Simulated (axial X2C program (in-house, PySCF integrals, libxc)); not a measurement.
# Relativistic diatomic calculation for IGa

- system: IGa, single determinant with M_S = 0 and |Λ| = 0.
- method: HF, spin-free X2C-1e, I dyall-cv3z, Ga dyall-cv3z (cores contracted) (axial X2C program (in-house, PySCF integrals, libxc))

**Input**
```
{"zs": [53, 31], "q": 0, "bas": ["dyall-cv3z", "dyall-cv3z"], "levels": ["PBE0", "HF", "B97-3"], "cc": true, "r0": 2.57, "thr": -1.0, "nmax": 90, "npts": 10, "nst": 2, "ntry": 6}
```

The line is the task of a batch: nuclear charges, charge, bases, the levels to run, a first guess of the distance and further settings. This report covers HF without spin-orbit coupling. The log is that of the reference distance 2.601 Å.

Hardware: 1 thread of Intel Xeon (Sapphire Rapids), 10 GiB of memory available, shared host.

The run was one of a batch that the task file lists, launched with:
```bash
python <driver script> task.json out
```

**The program's output**
```
spin-free X2C-1e  HF
basis functions 232  fitting functions 1254  grid points 5803
iter        total energy     max residual
   1      -9055.049106032     2.47e-01
   2      -9055.085747409     1.09e-02
   3      -9055.086846628     1.14e-02
   4      -9055.087369565     1.29e-03
   5      -9055.087420628     3.53e-04
   6      -9055.087427279     1.41e-04
   7      -9055.087429051     5.33e-05
   8      -9055.087429304     1.67e-05
   9      -9055.087429335     7.81e-06
  10      -9055.087429339     2.30e-06
  11      -9055.087429339     2.45e-07
converged
one-electron -13131.54692717  Coulomb 3997.13533130  exact exchange -254.94655917  xc functional 0.00000000  nuclear repulsion 334.27072570
correlated 10  virtual 308  natural virtual 90  E(MP2) -0.191679614  MP2 remainder -0.005958972
iter   CCSD correlation   residual
   1     -0.201639736   1.18e-01
   2     -0.208253801   4.62e-02
   3     -0.209187364   1.63e-02
   4     -0.209167864   4.97e-03
   5     -0.209179607   1.23e-03
   6     -0.209177474   5.11e-04
   7     -0.209177957   1.89e-04
   8     -0.209179333   6.04e-05
   9     -0.209178930   1.77e-05
  10     -0.209178878   5.30e-06
  11     -0.209178806   1.64e-06
  12     -0.209178799   5.70e-07
(T) -0.00883176224653471  T1 0.0188  D1 0.0243  max T2 0.065
```

**The points of the curve**

```csv
R (Å),E (hartree),"dipole (D; origin at the first atom, positive when the second is positive)",highest filled (eV),lowest empty (eV)
2.263,−9055.059972,0.32,−8.54,0.94
2.367,−9055.075238,1.11,−8.72,0.81
2.445,−9055.082027,1.72,−8.84,0.71
2.523,−9055.085860,2.34,−8.93,0.61
2.601,−9055.087429,2.95,−9.00,0.51
2.692,−9055.087126,3.68,−9.05,0.39
2.783,−9055.085136,4.40,−9.06,0.28
2.900,−9055.080878,5.32,−9.02,0.13
3.043,−9055.074038,6.42,−8.92,−0.06
3.251,−9055.062546,8.00,−8.57,−0.31
```

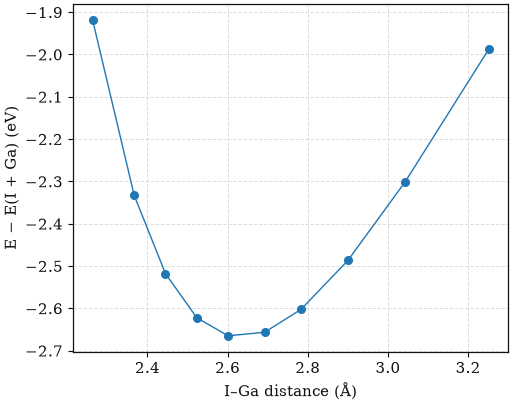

Figure 1. Energy at 10 bond lengths, for one set of occupations held fixed; the line joins the points. A polynomial of degree 6 through 9 points gives rₑ = 2.632 Å, ωₑ = 203.9 cm⁻¹, ωₑxₑ = 0.46 cm⁻¹ and Bₑ = 0.05450 cm⁻¹. The minimum lies 2.67 eV below I + Ga, each computed as one determinant at the same level.

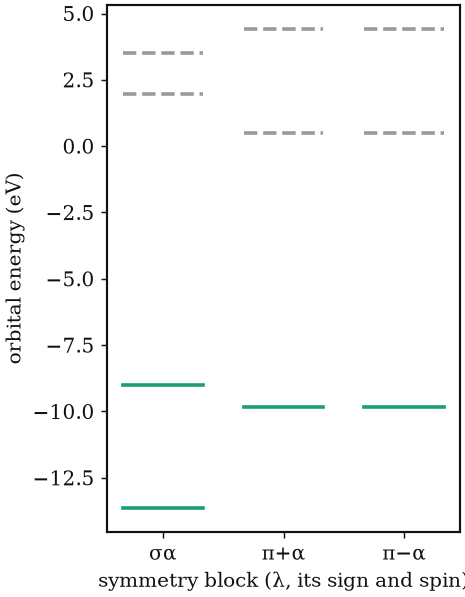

Figure 2. Orbital energies near the frontier at 2.60 Å, filled (solid) and empty (dashed); a label such as π−α means λ = −1 and α spin, and the β levels equal the α ones. The highest filled orbital (σα; 40 % I p, 29 % Ga s) lies at −9.00 eV, the lowest empty one (π−α; 92 % Ga p, 4 % I p) at 0.51 eV.

**Key numbers**

- outcome: converged
- bond length rₑ: 2.632 Å
- ωₑ: 203.9 cm⁻¹
- energy at the minimum: −9055.08755 hartree
- depth below the fragments: 2.67 eV
- wall time: 2.2 s

**Notes**

Hartree–Fock lacks correlation, so it usually binds too weakly.
